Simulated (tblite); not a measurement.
# C5H15B2N: the cost of one run

Computed with tblite 0.8.0 and PySCF 2.14.0, with density-fitted response routines of our own, on a single molecule in the gas phase. Atoms are numbered from 0 throughout.

## 1. Starting geometry

23 atoms, charge 0, multiplicity 1; geometry from: force field or distance geometry start.

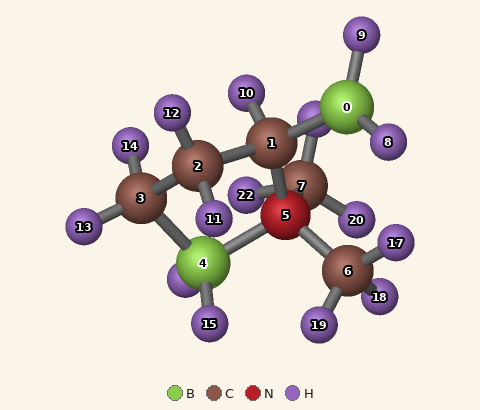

As it starts; boron green, carbon brown, nitrogen red, hydrogen purple, atoms numbered.

## 2. Relaxing the molecule with GFN2-xTB

What the job is given:

```
{"job": {"kind": "relax", "xc": "GFN2-xTB", "basis": "xTB"}, "charge": 0, "multiplicity": 1}
B      0.495300     2.221400    -0.080000
C      0.617800     0.709700     0.204000
C      1.631800    -0.026600    -0.669600
C      1.424100    -1.412200    -0.097500
B     -0.170200    -1.516000    -0.238000
N     -0.574300    -0.072700     0.114600
C     -1.521800     0.371200    -0.862000
C     -1.133100    -0.151300     1.462400
H      0.101900     2.717500    -1.072200
H      0.933200     2.981600     0.727600
H      1.020700     0.583100     1.251700
H      1.293900    -0.031900    -1.731900
H      2.644300     0.346900    -0.544800
H      1.966400    -2.196300    -0.642900
H      1.678600    -1.360100     0.995100
H     -0.470100    -1.706900    -1.372200
H     -0.653900    -2.303100     0.487600
H     -1.496400     1.431300    -1.090500
H     -2.537600     0.169100    -0.425500
H     -1.466100    -0.248800    -1.780900
H     -2.225800     0.046900     1.404700
H     -0.635100     0.626800     2.054600
H     -0.928000    -1.152400     1.915600
```

Started as:

```console
OMP_NUM_THREADS=1 python probes_run.py task.json out
```

One launch serves the whole session: the jobs run in the order shown.

**Question.** How long does this first job take on 1 thread of Arm Neoverse N1, shared host, and how much memory does it need?

About 2.5 s, with a peak of 0.18 GiB.
